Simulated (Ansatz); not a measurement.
System: C$_{6}$H$_{5}$S (SMILES [S-]c1ccccc1) (charge −1).

The calculation's input:

```
crystal:
  periodic: [false, false, false]
  atoms:
    - { symbol: S, position_ang: [2.77153, -0.27735, -0.7086] }
    - { symbol: C, position_ang: [1.04318, -0.13995, -0.30883] }
    - { symbol: C, position_ang: [0.20755, -1.25125, -0.44946] }
    - { symbol: C, position_ang: [-1.15177, -1.15273, -0.14448] }
    - { symbol: C, position_ang: [-1.68137, 0.05845, 0.29798] }
    - { symbol: C, position_ang: [-0.85364, 1.17203, 0.43344] }
    - { symbol: C, position_ang: [0.50608, 1.07417, 0.12884] }
    - { symbol: H, position_ang: [0.6072, -2.20119, -0.79646] }
    - { symbol: H, position_ang: [-1.79638, -2.02102, -0.25436] }
    - { symbol: H, position_ang: [-2.7398, 0.1352, 0.53387] }
    - { symbol: H, position_ang: [-1.26723, 2.11813, 0.77325] }
    - { symbol: H, position_ang: [1.13507, 1.95455, 0.23212] }
total_charge: -1
basis:
  gaussian: { orbitals: def2-TZVPD }
hamiltonian:
  xc: pbe0
relax:
  f_tol: 0.004
  max_steps: 80
output:
  orbitals: {}
```

Launched as:

```sh
ansatz run input.yaml --threads 8 --pin off --max-ram 24576MiB --backend cpu --events-out ev --progress --plain --runs-dir out
```

The fields are those of the relaxed geometry.

Level of theory: DFT PBE0, Gaussian basis def2-TZVPD (Ansatz 0.2.0).

**Predict the electron density and electron localisation function between the atoms.**

C–C (1.38 Å): ρ is about 2.2 e/Å³ halfway; the ELF peaks at about 0.95 between the atoms: localised, covalent bonding.
C–S (1.73 Å): ρ is about 1.4 e/Å³ halfway; the ELF peaks at about 0.95 between the atoms (a covalent bond).
C–H (1.09 Å): ρ is about 2 e/Å³ halfway; the ELF climbs to about 1 towards the hydrogen, as it does in any bond to H; a covalent bond by its length.

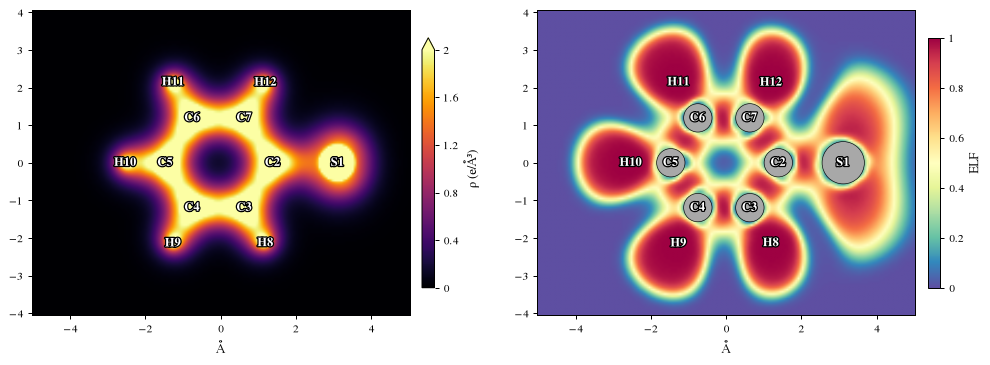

Computed electron density and electron localisation function on the molecular plane, in this order. Grey discs cover the atomic cores in the ELF map. 
